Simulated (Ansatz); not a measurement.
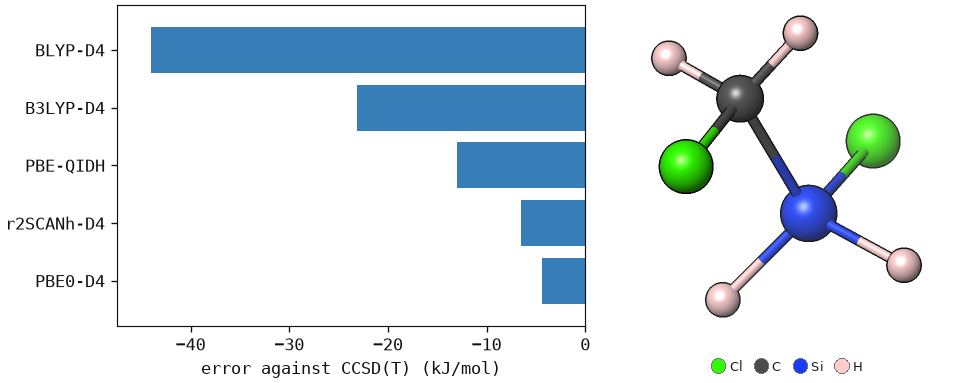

Error in the electronic atomisation energy (method less reference, so positive means overbinding) of CH₄Cl₂Si, SMILES ClC[SiH2]Cl: functionals in def2-TZVPP against frozen-core CCSD(T) at the limit (MP2 extrapolated from triple and quadruple zeta, plus CCSD(T) less MP2 in a smaller set), which gives 2599.3 kJ/mol, at a PBE0-D4/def2-TZVP geometry (a minimum by its frequencies), no zero-point or spin-orbit term, the Ansatz code. The reference leaves out core correlation, a term that grows with the number of heavy atoms. PBE-QIDH holds a correlation term that converges slowly with the basis, so part of the distance to the limit is basis error. No dispersion term is added to PBE-QIDH.

Which of these levels overbind, and which underbind?

Answer. Overbind: none clearly. Underbind: BLYP-D4 and B3LYP-D4. Within 20 kJ/mol of zero, too close to call in view of what the reference leaves out: PBE-QIDH, r2SCANh-D4 and PBE0-D4.

Give the values.

Answer.
```csv
level,kJ/mol
BLYP-D4,−44.0
B3LYP-D4,−23.1
PBE-QIDH,−13.0
r2SCANh-D4,−6.5
PBE0-D4,−4.4
```

Caveats, for all or some of the runs: one conformer of a flexible molecule.
